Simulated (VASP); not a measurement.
# Ni3Pt: structure and properties in VASP, part 5 of 15

What structure does Ni3Pt take at this level, and what are its properties? The start is a computed cell from the Materials Project.

VASP 6.6.1, plane waves and PAW; the level of theory is named at each step.

So far, largest spin moment in the PAW sphere (μB): step 2 (magnetic order: ferromagnetic) 0.877.

### 4. Magnetic order: antiferromagnetic, q = (0, 0, 1/2) (continued)

Level of this step: r2SCAN with rVV10, spin-polarised from an antiferromagnetic start; plane waves and PAW (Ni, Pt) (VASP).

From OUTCAR (step 4):

```text
  LATTYP: Found a simple tetragonal cell.
 ALAT       =     3.6245667900
 C/A-ratio  =     2.0000000000

 Subroutine GETGRP returns: Found 16 space group operations
 (whereof 16 operations were pure point group operations)

The static configuration has the point symmetry D_4h.

 Found     20 irreducible k-points:

   k-points           NKPTS =     20   k-points in BZ     NKDIM =     20   number of bands    NBANDS=     53

   dimension x,y,z NGX =    24 NGY =   24 NGZ =   48
   dimension x,y,z NGXF=    48 NGYF=   48 NGZF=   96

   ENCUT  =  400.0 eV  29.40 Ry    5.42 a.u.   5.91  5.91 11.82*2*pi/ulx,y,z

   NELECT =      80.0000    total number of electrons

 E-fermi :   9.8400

 spin component 1
 k-point     1 :       0.0000    0.0000    0.0000
  band No.  band energies     occupation
    ...
     33       9.2355      1.00008
     34       9.2887      1.00034
     35       9.7576      0.81796
     36       9.7576      0.81796
     37       9.7982      0.67286
     38       9.8625      0.40565
     39      10.1470     -0.02608
     40      10.2790     -0.00405
     41      10.4266     -0.00014
     42      10.4266     -0.00014
    ...

 k-point     2 :       0.1667    0.0000    0.0000
  band No.  band energies     occupation
    ...
     35       9.4683      1.01228
     36       9.5081      1.02034
     37       9.6263      1.03087
     38       9.7235      0.91213
     39       9.7289      0.89902
     40       9.8926      0.28580
     41       9.9553      0.09093
     42      10.0296     -0.01883
     43      10.4467     -0.00008
     44      10.6792     -0.00000
    ...

 k-point     3 :       0.3333    0.0000    0.0000
  band No.  band energies     occupation
    ...
     37       9.1531      1.00001
     38       9.1794      1.00002
     39       9.3703      1.00222
     40       9.5155      1.02202
     41       9.8015      0.65954
     42      10.1896     -0.01651
     43      10.2286     -0.00958
     44      10.4422     -0.00009
     45      12.7777     -0.00000
     46      13.4857     -0.00000
    ...

 k-point     4 :       0.5000    0.0000    0.0000
  band No.  band energies     occupation
    ...
     37       9.0140      1.00000
     38       9.0177      1.00000
     39       9.0496      1.00000
     40       9.1763      1.00001
     41       9.7943      0.68808
     42      10.4393     -0.00010
     43      10.8635     -0.00000
     44      10.8767     -0.00000
     45      11.3958     -0.00000
     46      12.2880     -0.00000
    ...

  Total       -2.2782122     -2.2782122     -1.6728170      0.0000000      0.0000000     -0.0000000
  in kB      -38.3271426    -38.3271426    -28.1423714      0.0000000      0.0000000     -0.0000000
  external PRESSURE =     -34.9322189 kB  Pullay stress =       0.0000000 kB

  energy-cutoff  :      400.00
  volume of cell :       95.24
      direct lattice vectors                 reciprocal lattice vectors
     3.624566790  0.000000000  0.000000000     0.275895040  0.000000000  0.000000000
     0.000000000  3.624566790  0.000000000     0.000000000  0.275895040  0.000000000
     0.000000000  0.000000000  7.249133580     0.000000000  0.000000000  0.137947520

 POSITION                                       TOTAL-FORCE (eV/Angst)
 -----------------------------------------------------------------------------------
      1.81228      0.00000      1.81228         0.000000      0.000000     -0.014772
      1.81228      0.00000      5.43685        -0.000000      0.000000     -0.014772
      0.00000      1.81228      1.81228        -0.000000     -0.000000     -0.014772
      0.00000      1.81228      5.43685        -0.000000     -0.000000     -0.014772
      1.81228      1.81228      0.00000         0.000000     -0.000000      0.017726
      1.81228      1.81228      3.62457         0.000000     -0.000000      0.017726
      0.00000      0.00000      0.00000         0.000000      0.000000      0.011818
      0.00000      0.00000      3.62457         0.000000      0.000000      0.011818
 -----------------------------------------------------------------------------------
    total drift:                                0.000000      0.000000     -0.000505

  FREE ENERGIE OF THE ION-ELECTRON SYSTEM (eV)
  ---------------------------------------------------
  free  energy   TOTEN  =      -173.1571521975 eV

  energy  without entropy=     -173.1621242174  energy(sigma->0) =     -173.15880954

 total charge
# of ion       s       p       d       tot
------------------------------------------
    1        0.481   0.503   8.312   9.296
    2        0.481   0.503   8.312   9.296
    3        0.481   0.503   8.312   9.296
    4        0.481   0.503   8.312   9.296
    5        0.474   0.497   8.363   9.334
    6        0.474   0.497   8.363   9.334
    7        0.756   0.668   8.076   9.500
    8        0.756   0.668   8.076   9.500
--------------------------------------------------
tot          4.385   4.341  66.124  74.850

 magnetization (x)
# of ion       s       p       d       tot
------------------------------------------
    1        0.005  -0.007   0.738   0.736
    2       -0.005   0.007  -0.738  -0.736
    3        0.005  -0.007   0.738   0.736
    4       -0.005   0.007  -0.738  -0.736
    5        0.000   0.000   0.079   0.079
    6       -0.000  -0.000  -0.079  -0.079
    7       -0.001  -0.002   0.016   0.013
    8        0.001   0.002  -0.016  -0.013
--------------------------------------------------
tot          0.000   0.000   0.000   0.000

[... 6 further parts left out ...]
```

At this level the cell is under a tension of 3.5 GPa, so at these settings it is away from equilibrium.

Numbers from this step:

```yaml
electronic_cycles: 40
electrons: 80
bands: 53
irreducible_k_points: 20
symmetry_operations: 8
free_energy_toten: -173.1572 eV
energy_at_zero_smearing: -173.1588 eV
fermi_energy: 9.84 eV
pressure: -3.493 GPa
```

Spin moment in the PAW sphere by atom:

| atom | spin moment in the PAW sphere (μB) |
| --- | --- |
| Ni1 | 0.736 |
| Ni2 | -0.736 |
| Ni3 | 0.736 |
| Ni4 | -0.736 |
| Ni5 | 0.079 |
| Ni6 | -0.079 |
| Pt7 | 0.013 |
| Pt8 | -0.013 |

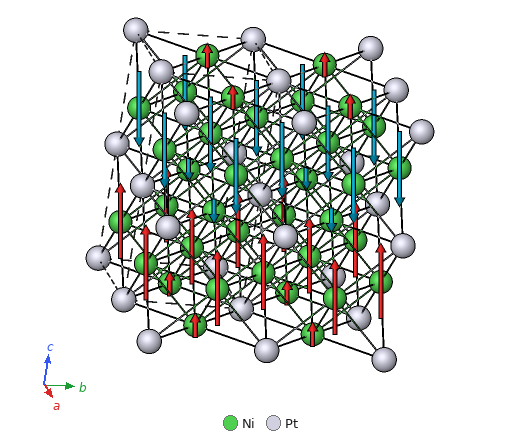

Spin moment in the PAW sphere as arrows, the longest 0.736 μB. Up and down stand for the sign. Arrows give size and sign along the axis of quantisation, drawn up and down the page. Each arrow also spans its atom, so small moments look longer than they are. The two directions have two colours. 2×2×1 cells are drawn. Some periodic images of atoms are drawn too.

The energy lies +62.9 meV an atom from the first pattern. The run ends antiferromagnetic with a largest moment of 0.74 μB, and the mesh shows no gap.

### 5. Magnetic order: antiferromagnetic, q = (1/2, 1/2, 1/2)

Next, a pattern with opposite moments, which needs a doubled cell; q is given in the reciprocal vectors of the primitive cell.

Contents of INCAR:

```
SYSTEM = Ni3Pt
PREC = Accurate
ENCUT = 400
EDIFF = 1E-06
NELM = 100
ISMEAR = 1
SIGMA = 0.2
LREAL = .FALSE.
ALGO = Normal
METAGGA = R2SCAN
LUSE_VDW = .TRUE.
IVDW_NL = 2
BPARAM = 11.95
CPARAM = 0.0093
LASPH = .TRUE.
NBANDS = 53
ISPIN = 2
MAGMOM = 1 -1 1 -1 1 -1 0 0
LMAXMIX = 4
LORBIT = 11
LWAVE = .FALSE.
LCHARG = .FALSE.
KPAR = 8
ISIF = 2
```

Contents of POSCAR:

```
Ni3Pt
1.0
    7.2491335800      0.0000000000      0.0000000000
    3.6245667900      3.6245667900      0.0000000000
    3.6245667900      0.0000000000      3.6245667900
Ni Pt
6 2
Direct
    0.0000000000      0.0000000000      0.5000000000
    0.5000000000      0.0000000000      0.5000000000
    0.5000000000      0.5000000000      0.5000000000
    0.0000000000      0.5000000000      0.5000000000
    0.0000000000      0.5000000000      0.0000000000
    0.5000000000      0.5000000000      0.0000000000
    0.0000000000      0.0000000000      0.0000000000
    0.5000000000      0.0000000000      0.0000000000
```

Contents of KPOINTS:

```
Automatic mesh
0
Gamma
6 6 6
0 0 0
```

The projector-augmented-wave data sets are Ni and Pt (PBE family, release 64).

Started as:

```console
$ mpirun -np 8 vasp_std
```

Output:

```text
[... set-up lines as in an earlier step ...]
 entering main loop
       N       E                     dE             d eps       ncg     rms          rms(c)
Total rVV10 correction in eV:      1.9268598    91.9653268
Total rVV10 correction in eV:      1.9268598    91.9653268
Total rVV10 correction in eV:      1.9268598    91.9653268
Total rVV10 correction in eV:      1.9268598    91.9653268
Total rVV10 correction in eV:      1.9268598    91.9653268
Total rVV10 correction in eV:      1.9268598    91.9653268
Total rVV10 correction in eV:      1.9268598    91.9653268
Total rVV10 correction in eV:      1.9268598    91.9653268
DAV:   1     0.482342698938E+03    0.48234E+03   -0.30169E+04  6808   0.174E+03
DAV:   2    -0.125347032192E+03   -0.60769E+03   -0.56504E+03  6824   0.397E+02
DAV:   3    -0.191375108005E+03   -0.66028E+02   -0.57525E+02  7129   0.151E+02
DAV:   4    -0.193548764470E+03   -0.21737E+01   -0.21458E+01  7345   0.296E+01
DAV:   5    -0.193595098747E+03   -0.46334E-01   -0.46325E-01  9104   0.332E+00    0.321E+01
Total rVV10 correction in eV:      1.7591529    91.9653257
Total rVV10 correction in eV:      1.7591529    91.9653257
Total rVV10 correction in eV:      1.7591529    91.9653257
Total rVV10 correction in eV:      1.7591529    91.9653257
Total rVV10 correction in eV:      1.7591529    91.9653257
Total rVV10 correction in eV:      1.7591529    91.9653257
Total rVV10 correction in eV:      1.7591529    91.9653257
Total rVV10 correction in eV:      1.7591529    91.9653257
DAV:   6    -0.180934911316E+03    0.12660E+02   -0.87142E+01  7200   0.122E+02    0.333E+01
Total rVV10 correction in eV:      1.7949594    91.9653255
Total rVV10 correction in eV:      1.7949594    91.9653255
Total rVV10 correction in eV:      1.7949594    91.9653255
Total rVV10 correction in eV:      1.7949594    91.9653255
Total rVV10 correction in eV:      1.7949594    91.9653255
Total rVV10 correction in eV:      1.7949594    91.9653255
Total rVV10 correction in eV:      1.7949594    91.9653255
Total rVV10 correction in eV:      1.7949594    91.9653255
DAV:   7    -0.173448294950E+03    0.74866E+01   -0.26174E+01  8243   0.925E+01    0.108E+01
Total rVV10 correction in eV:      1.7926947    91.9653256
Total rVV10 correction in eV:      1.7926947    91.9653256
Total rVV10 correction in eV:      1.7926947    91.9653256
Total rVV10 correction in eV:      1.7926947    91.9653256
Total rVV10 correction in eV:      1.7926947    91.9653256
Total rVV10 correction in eV:      1.7926947    91.9653256
Total rVV10 correction in eV:      1.7926947    91.9653256
Total rVV10 correction in eV:      1.7926947    91.9653256
DAV:   8    -0.173190527736E+03    0.25777E+00   -0.18869E+00  8688   0.125E+01    0.479E+00
Total rVV10 correction in eV:      1.7882806    91.9653256
Total rVV10 correction in eV:      1.7882806    91.9653256
Total rVV10 correction in eV:      1.7882806    91.9653256
Total rVV10 correction in eV:      1.7882806    91.9653256
Total rVV10 correction in eV:      1.7882806    91.9653256
Total rVV10 correction in eV:      1.7882806    91.9653256
Total rVV10 correction in eV:      1.7882806    91.9653256
Total rVV10 correction in eV:      1.7882806    91.9653256
DAV:   9    -0.173163099004E+03    0.27429E-01   -0.51731E-01 10124   0.705E+00    0.183E+00
Total rVV10 correction in eV:      1.7845540    91.9653256
Total rVV10 correction in eV:      1.7845540    91.9653256
Total rVV10 correction in eV:      1.7845540    91.9653256
Total rVV10 correction in eV:      1.7845540    91.9653256
Total rVV10 correction in eV:      1.7845540    91.9653256
Total rVV10 correction in eV:      1.7845540    91.9653256
Total rVV10 correction in eV:      1.7845540    91.9653256
Total rVV10 correction in eV:      1.7845540    91.9653256
DAV:  10    -0.173162428315E+03    0.67069E-03   -0.10496E-01  7189   0.335E+00    0.891E-01
Total rVV10 correction in eV:      1.7797073    91.9653256
Total rVV10 correction in eV:      1.7797073    91.9653256
Total rVV10 correction in eV:      1.7797073    91.9653256
Total rVV10 correction in eV:      1.7797073    91.9653256
Total rVV10 correction in eV:      1.7797073    91.9653256
Total rVV10 correction in eV:      1.7797073    91.9653256
Total rVV10 correction in eV:      1.7797073    91.9653256
Total rVV10 correction in eV:      1.7797073    91.9653256
DAV:  11    -0.173163234010E+03   -0.80569E-03   -0.36037E-02  7930   0.148E+00    0.483E-01
Total rVV10 correction in eV:      1.7783953    91.9653256
Total rVV10 correction in eV:      1.7783953    91.9653256
Total rVV10 correction in eV:      1.7783953    91.9653256
Total rVV10 correction in eV:      1.7783953    91.9653256
Total rVV10 correction in eV:      1.7783953    91.9653256
Total rVV10 correction in eV:      1.7783953    91.9653256
Total rVV10 correction in eV:      1.7783953    91.9653256
Total rVV10 correction in eV:      1.7783953    91.9653256
DAV:  12    -0.173165418561E+03   -0.21846E-02   -0.61084E-03  8349   0.101E+00    0.233E-01
Total rVV10 correction in eV:      1.7788572    91.9653256
Total rVV10 correction in eV:      1.7788572    91.9653256
Total rVV10 correction in eV:      1.7788572    91.9653256
Total rVV10 correction in eV:      1.7788572    91.9653256
Total rVV10 correction in eV:      1.7788572    91.9653256
Total rVV10 correction in eV:      1.7788572    91.9653256
Total rVV10 correction in eV:      1.7788572    91.9653256
Total rVV10 correction in eV:      1.7788572    91.9653256
DAV:  13    -0.173165701156E+03   -0.28260E-03   -0.31817E-03  9955   0.525E-01    0.134E-01
Total rVV10 correction in eV:      1.7794171    91.9653256
Total rVV10 correction in eV:      1.7794171    91.9653256
Total rVV10 correction in eV:      1.7794171    91.9653256
Total rVV10 correction in eV:      1.7794171    91.9653256
Total rVV10 correction in eV:      1.7794171    91.9653256
Total rVV10 correction in eV:      1.7794171    91.9653256
Total rVV10 correction in eV:      1.7794171    91.9653256
Total rVV10 correction in eV:      1.7794171    91.9653256
DAV:  14    -0.173165904008E+03   -0.20285E-03   -0.10713E-03  7274   0.324E-01    0.536E-02
Total rVV10 correction in eV:      1.7794226    91.9653256
Total rVV10 correction in eV:      1.7794226    91.9653256
Total rVV10 correction in eV:      1.7794226    91.9653256
Total rVV10 correction in eV:      1.7794226    91.9653256
Total rVV10 correction in eV:      1.7794226    91.9653256
Total rVV10 correction in eV:      1.7794226    91.9653256
Total rVV10 correction in eV:      1.7794226    91.9653256
Total rVV10 correction in eV:      1.7794226    91.9653256
DAV:  15    -0.173165923644E+03   -0.19636E-04   -0.56909E-05  7362   0.826E-02    0.311E-02
Total rVV10 correction in eV:      1.7793736    91.9653256
Total rVV10 correction in eV:      1.7793736    91.9653256
Total rVV10 correction in eV:      1.7793736    91.9653256
Total rVV10 correction in eV:      1.7793736    91.9653256
Total rVV10 correction in eV:      1.7793736    91.9653256
Total rVV10 correction in eV:      1.7793736    91.9653256
Total rVV10 correction in eV:      1.7793736    91.9653256
Total rVV10 correction in eV:      1.7793736    91.9653256
DAV:  16    -0.173165934511E+03   -0.10867E-04   -0.17095E-05  8788   0.459E-02    0.123E-02
Total rVV10 correction in eV:      1.7793648    91.9653256
Total rVV10 correction in eV:      1.7793648    91.9653256
Total rVV10 correction in eV:      1.7793648    91.9653256
Total rVV10 correction in eV:      1.7793648    91.9653256
Total rVV10 correction in eV:      1.7793648    91.9653256
Total rVV10 correction in eV:      1.7793648    91.9653256
Total rVV10 correction in eV:      1.7793648    91.9653256
Total rVV10 correction in eV:      1.7793648    91.9653256
DAV:  17    -0.173165936340E+03   -0.18282E-05   -0.63263E-06  6907   0.300E-02    0.757E-03
Total rVV10 correction in eV:      1.7793528    91.9653256
Total rVV10 correction in eV:      1.7793528    91.9653256
Total rVV10 correction in eV:      1.7793528    91.9653256
Total rVV10 correction in eV:      1.7793528    91.9653256
Total rVV10 correction in eV:      1.7793528    91.9653256
Total rVV10 correction in eV:      1.7793528    91.9653256
Total rVV10 correction in eV:      1.7793528    91.9653256
Total rVV10 correction in eV:      1.7793528    91.9653256
DAV:  18    -0.173165938307E+03   -0.19670E-05   -0.30215E-06  5179   0.189E-02    0.450E-03
Total rVV10 correction in eV:      1.7793396    91.9653256
Total rVV10 correction in eV:      1.7793396    91.9653256
Total rVV10 correction in eV:      1.7793396    91.9653256
Total rVV10 correction in eV:      1.7793396    91.9653256
Total rVV10 correction in eV:      1.7793396    91.9653256
Total rVV10 correction in eV:      1.7793396    91.9653256
Total rVV10 correction in eV:      1.7793396    91.9653256
Total rVV10 correction in eV:      1.7793396    91.9653256
DAV:  19    -0.173165937811E+03    0.49526E-06   -0.13497E-06  3955   0.133E-02
Total rVV10 correction in eV:      1.7793323    91.9653256
Total rVV10 correction in eV:      1.7793323    91.9653256
Total rVV10 correction in eV:      1.7793323    91.9653256
Total rVV10 correction in eV:      1.7793323    91.9653256
Total rVV10 correction in eV:      1.7793323    91.9653256
Total rVV10 correction in eV:      1.7793323    91.9653256
Total rVV10 correction in eV:      1.7793323    91.9653256
Total rVV10 correction in eV:      1.7793323    91.9653256
Total rVV10 correction in eV:      1.7793360    91.9653256
Total rVV10 correction in eV:      1.7793360    91.9653256
Total rVV10 correction in eV:      1.7793360    91.9653256
Total rVV10 correction in eV:      1.7793360    91.9653256
Total rVV10 correction in eV:      1.7793360    91.9653256
Total rVV10 correction in eV:      1.7793360    91.9653256
Total rVV10 correction in eV:      1.7793360    91.9653256
Total rVV10 correction in eV:      1.7793360    91.9653256
   1 F= -.17316594E+03 E0= -.17317042E+03  d E =0.134392E-01  mag=     0.0000
```

Elapsed: 11 min, on 8 MPI ranks of AMD EPYC 7R43, shared host; peak memory 5 GiB; 1.5 h of CPU time.

From OUTCAR (step 5):

```text
   k-points           NKPTS =     32   k-points in BZ     NKDIM =     32   number of bands    NBANDS=     53

   ENCUT  =  400.0 eV  29.40 Ry    5.42 a.u.  11.82  8.36  8.36*2*pi/ulx,y,z

   NELECT =      80.0000    total number of electrons

 E-fermi :   9.7644

 spin component 1
 k-point     1 :       0.0000    0.0000    0.0000
  band No.  band energies     occupation
    ...
     35       9.5571      1.02849
     36       9.5572      1.02846
     37       9.7276      0.65273
     38       9.7277      0.65235
     39       9.7599      0.51876
     40      10.0576     -0.02914
     41      10.2085     -0.00368
     42      10.2085     -0.00368
     43      10.2799     -0.00081
     44      10.5696     -0.00000
    ...

 k-point     2 :       0.1667    0.0000    0.0000
  band No.  band energies     occupation
    ...
     34       9.5316      1.03484
     35       9.5554      1.02918
     36       9.5615      1.02657
     37       9.6115      0.98035
     38       9.7311      0.63873
     39       9.8159      0.28978
     40      10.0310     -0.03390
     41      10.1562     -0.00910
     42      10.3836     -0.00005
     43      10.8725     -0.00000
    ...

  Total       -2.3175344     -2.3175344     -2.3175344      0.3462473      0.3462473      0.3462473
  in kB      -38.9886738    -38.9886738    -38.9886738      5.8250363      5.8250363      5.8250363
  external PRESSURE =     -38.9886738 kB  Pullay stress =       0.0000000 kB

 POSITION                                       TOTAL-FORCE (eV/Angst)
 -----------------------------------------------------------------------------------
      1.81228      0.00000      1.81228         0.000000     -0.000000      0.000000
      5.43685      0.00000      1.81228        -0.000000      0.000000     -0.000000
      7.24913      1.81228      1.81228        -0.000000     -0.000000     -0.000000
      3.62457      1.81228      1.81228        -0.000000      0.000000     -0.000000
      1.81228      1.81228      0.00000        -0.000000     -0.000000     -0.000000
      5.43685      1.81228      0.00000        -0.000000     -0.000000      0.000000
      0.00000      0.00000      0.00000         0.000000     -0.000000     -0.000000
      3.62457      0.00000      0.00000         0.000000     -0.000000      0.000000
 -----------------------------------------------------------------------------------
    total drift:                                0.000000      0.000000     -0.000000

  FREE ENERGIE OF THE ION-ELECTRON SYSTEM (eV)
  ---------------------------------------------------
  free  energy   TOTEN  =      -173.1659378113 eV

  energy  without entropy=     -173.1793769723  energy(sigma->0) =     -173.17041753

 magnetization (x)
# of ion       s       p       d       tot
------------------------------------------
    1       -0.003  -0.001   0.586   0.583
    2        0.003   0.001  -0.586  -0.583
    3       -0.003  -0.001   0.586   0.583
    4        0.003   0.001  -0.586  -0.583
    5       -0.003  -0.001   0.586   0.583
    6        0.003   0.001  -0.586  -0.583
    7       -0.001   0.004  -0.045  -0.043
    8        0.001  -0.004   0.045   0.043
--------------------------------------------------
tot          0.000   0.000  -0.000  -0.000

[... 1 part as in an earlier step ...]

[... 14 further parts left out ...]
```

At this level the cell is under a tension of 3.9 GPa, so at these settings it is away from equilibrium.

Numbers from this step:

```
electronic cycles       : 19
irreducible k-points    : 32
symmetry operations     : 12
free energy (TOTEN)     : -173.1659 eV
energy at zero smearing : -173.1704 eV
Fermi energy            : 9.764 eV
pressure                : -3.899 GPa
```

[end of part 5 of 15]

[Lines on the potential files, build, host, timing and source positions are cut from VASP's logs without a mark.]

[Logs are printed without paths, hosts, clocks, repeated set-up lines and the standing remarks that a program may print on its own settings, such as how far it seeks lower states.]

[Hosts, paths, dates, database ids (printed as entryN), source tags and the programs' standing remarks are cut or masked in the printed files.]

[A measured line is paired with the nearest computed mode of its activity, which favours agreement.]

[In band tables of VASP the shares of atoms and orbitals are scaled to a sum of 1 inside the atoms' spheres.]
